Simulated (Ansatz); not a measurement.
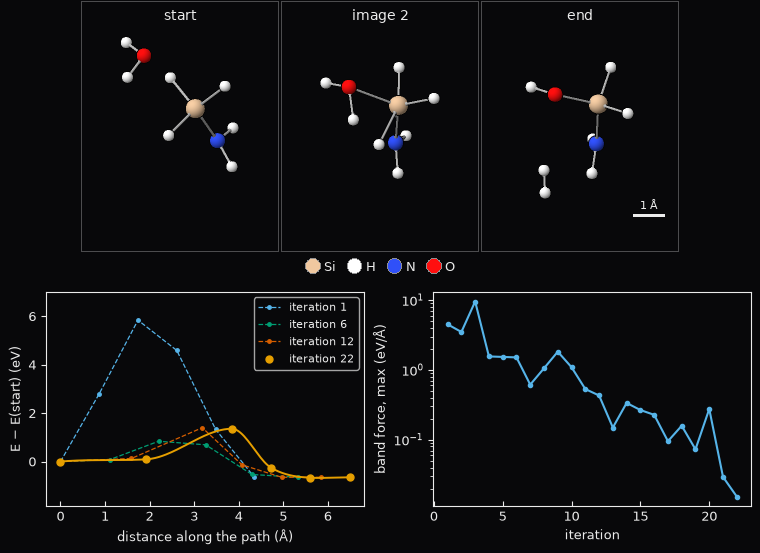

A search for the minimum-energy path of SiNH7O, made up of SiNH₅ and H2O by the nudged elastic band. Images are numbered from 0 (start) to 5 (end). The plot follows the band through its iterations. Style: ball-and-stick. Shown from a free direction.

All numbers below come from Ansatz 0.2.0, RKS CAM-B3LYP-D4/cc-pVDZ.

Input file:
```yaml
crystal:
  periodic: [false, false, false]
  atoms:
    - {symbol: Si, position_ang: [-0.230697, -0.185112, 0.395502]}
    - {symbol: H, position_ang: [1.115079, -0.725614, 0.072057]}
    - {symbol: H, position_ang: [-1.226075, -0.792933, -0.529879]}
    - {symbol: H, position_ang: [-0.274706, 1.292128, 0.244130]}
    - {symbol: N, position_ang: [-0.491297, -0.507773, 2.072999]}
    - {symbol: H, position_ang: [1.473300, 0.266361, -2.450870]}
    - {symbol: O, position_ang: [0.579761, 0.617667, -2.455626]}
    - {symbol: H, position_ang: [-1.278709, -0.082832, 2.536911]}
    - {symbol: H, position_ang: [-0.346665, -1.442703, 2.420548]}
    - {symbol: H, position_ang: [0.680108, 1.560714, -2.305773]}
basis:
  gaussian: {orbitals: cc-pVDZ}
hamiltonian: {xc: {name: CAM-B3LYP}, dispersion: d4}
neb:
  images: 4
  climbing: true
  max_iterations: 25
  initial_path: idpp
  f_tol: 0.02
  final_atoms:
    - {symbol: Si, position_ang: [-0.901289, 0.429855, -0.149359]}
    - {symbol: H, position_ang: [1.992045, -2.102599, -0.893743]}
    - {symbol: H, position_ang: [-1.572682, -0.724362, -0.785416]}
    - {symbol: H, position_ang: [-1.818579, 1.579690, 0.069730]}
    - {symbol: N, position_ang: [-0.345353, 0.014619, 1.407496]}
    - {symbol: H, position_ang: [1.700385, -1.449200, -1.110872]}
    - {symbol: O, position_ang: [0.260803, 0.818741, -1.256208]}
    - {symbol: H, position_ang: [-0.355736, 0.665222, 2.173085]}
    - {symbol: H, position_ang: [0.214873, -0.798230, 1.599424]}
    - {symbol: H, position_ang: [0.825633, 1.566165, -1.054134]}
```

Launched with:
```bash
ansatz run in.yaml --threads 2 --pin off --events-out ev --progress --plain --max-ram 4352MiB
```

Q: Did the band converge, and can the barrier be trusted?

A: The run is converged, with reservations. The band converged in 22 iterations. The largest component of the band force went from 4.5 to 0.015 eV/Å. The climbing image converged on the top of the path. Its curvatures weren't checked. The largest force component is 0.50 eV/Å at the start and 0.87 eV/Å at the end; an end with forces this large is no minimum, and the barrier measured from it can be far off. The first iteration put the highest image at 5.84 eV. The highest point, image 2, lies 1.36 eV above the start and 2.00 eV above the end; the end is at −0.65 eV relative to the start. Image 4 lies below both ends, at −0.67 eV, so an end isn't at the bottom of its valley.

Limits of the set-up: the start holds two separate molecules, 2.7 Å apart at their closest, whose relative position is a soft coordinate.

Cost: 3 min on 2 threads of Arm Neoverse V2 (shared host).
